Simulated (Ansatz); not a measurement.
# SiF3 (trifluorosilyl) at UBHLYP/STO-3G

What is the energy change on altering one bond length of SiF3 (trifluorosilyl) at UBHLYP/STO-3G? 

Program for the calculation: Ansatz 0.2.0.

9 further runs of the same task are left out: 7 that didn't finish, 2 set aside as unsound or not needed.

**1. Starting point**

SiF3 has 4 atoms, charge 0, and is taken as a doublet. SMILES: `F[Si](F)F`. The coordinates come from a PBE0-D4/def2-TZVP relaxation.

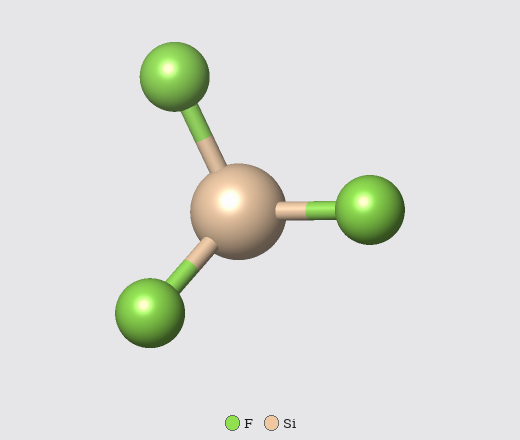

Viewed from a chosen angle; fluorine green, silicon light orange.

**2. A single-point energy at UBHLYP/STO-3G**

Contents of molecule.yaml:

```yaml
crystal:
  periodic: [false, false, false]
  atoms:
    - {symbol: F, position_ang: [0.784850, -0.507040, 1.151700]}
    - {symbol: Si, position_ang: [-0.282750, 0.213060, 0.234280]}
    - {symbol: F, position_ang: [-0.994260, -0.892250, -0.644340]}
    - {symbol: F, position_ang: [0.492160, 1.186230, -0.741640]}
basis:
  gaussian:
    orbitals: STO-3G
magnetization:
  spin_polarized: true
  initial_magnetization: 1
hamiltonian:
  xc: {name: BHLYP}
accuracy: high
```

Started as:

```
ansatz run molecule.yaml --threads 1 --pin off --max-ram 3480MiB --events-out events.jsonl --progress --plain --runs-dir runs
```

Output:

```text
Warning: RAYON_NUM_THREADS=1 ignored (pool sized by the plan → 1); use --threads N
Functional definition: BHLYP
  name "BHLYP"
  parameter a = 0.5
  exchange = (1 - a)*b88_x + a*exact_x
  correlation = lyp_c
460 factors; integrals over basis functions are off by at most 3.1e-8 eV
mean field evaluation 1: about -15813.6075 eV, gradient 1.8e1 eV
mean field evaluation 2: about -15815.5237 eV, gradient 1.1e1 eV
mean field evaluation 4: about -15816.3052 eV, gradient 9.1e-2 eV
mean field evaluation 8: about -15816.3580 eV, gradient 1.5e-3 eV
mean field evaluation 16: about -15816.3580 eV, gradient 2.8e-7 eV
mean field -15816.35800592 eV, -581.2404360050 hartree, gradient 8.7e-8 eV, S^2 0.754720; 0 other end points of the search recorded, 0 dependent functions left out
reference -15816.35801956 eV, -581.2404365062 hartree; 21, 20 occupied and 3, 4 virtual orbitals, 460 factors
Total energy: -15816.35801956 eV, -581.2404365062 hartree
```

Wall time 1.8 s (1 thread of Intel Xeon Platinum 8375C at 2.90GHz (Ice Lake), shared host); peak memory 0.16 GiB.

**3. The distorted shape**

Contents of run.yaml:

```yaml
crystal:
  periodic: [false, false, false]
  atoms:
    - symbol: F
      position_ang: [1.051741, -0.687059, 1.381047]
    - symbol: Si
      position_ang: [-0.282750, 0.213060, 0.234280]
    - symbol: F
      position_ang: [-0.994260, -0.892250, -0.644340]
    - symbol: F
      position_ang: [0.492160, 1.186230, -0.741640]
basis:
  gaussian: {orbitals: STO-3G}
hamiltonian: {xc: {name: BHLYP}}
magnetization: {spin_polarized: true, initial_magnetization: 1}
accuracy: high
```

Started as:

```
ansatz run run.yaml --threads 1 --pin off --max-ram 3480MiB --events-out events.jsonl --progress --plain --runs-dir runs
```

Output:

```text
Warning: RAYON_NUM_THREADS=1 ignored (pool sized by the plan → 1); use --threads N
Functional definition: BHLYP
  name "BHLYP"
  parameter a = 0.5
  exchange = (1 - a)*b88_x + a*exact_x
  correlation = lyp_c
449 factors; integrals over basis functions are off by at most 2.8e-8 eV
mean field evaluation 1: about -15810.5394 eV, gradient 2.1e1 eV
mean field evaluation 2: about -15807.2129 eV, gradient 3.3e1 eV
mean field evaluation 4: about -15815.0976 eV, gradient 1.7e0 eV
mean field evaluation 8: about -15815.2239 eV, gradient 1.6e-1 eV
mean field evaluation 16: about -15815.2250 eV, gradient 1.1e-4 eV
mean field -15815.22497584 eV, -581.1987979177 hartree, gradient 2.6e-8 eV, S^2 0.786502; 0 other end points of the search recorded, 0 dependent functions left out
reference -15815.22498979 eV, -581.1987984304 hartree; 21, 20 occupied and 3, 4 virtual orbitals, 449 factors
Total energy: -15815.22498979 eV, -581.1987984304 hartree
```

It took 2 s on 1 thread of Intel Xeon Platinum 8375C at 2.90GHz (Ice Lake), shared host; peak memory 0.16 GiB.

**4. Results**

At UBHLYP/STO-3G:

| quantity | value |
| --- | --- |
| first shape: total energy | -581.24044 Eh |
| first shape: ⟨S²⟩ | 0.755 |
| distorted shape: total energy | -581.19880 Eh |
| distorted shape: ⟨S²⟩ | 0.787 |
| energy change with the F1–Si2 bond stretched from 1.581 to 1.976 Å | 1.133 eV |

**Reading.** With the F1–Si2 bond stretched from 1.581 to 1.976 Å the energy rises by 1.13 eV (26 kcal/mol). The first shape isn't relaxed at this level, so the change isn't measured from a minimum. The minimal basis adds a large error of its own.
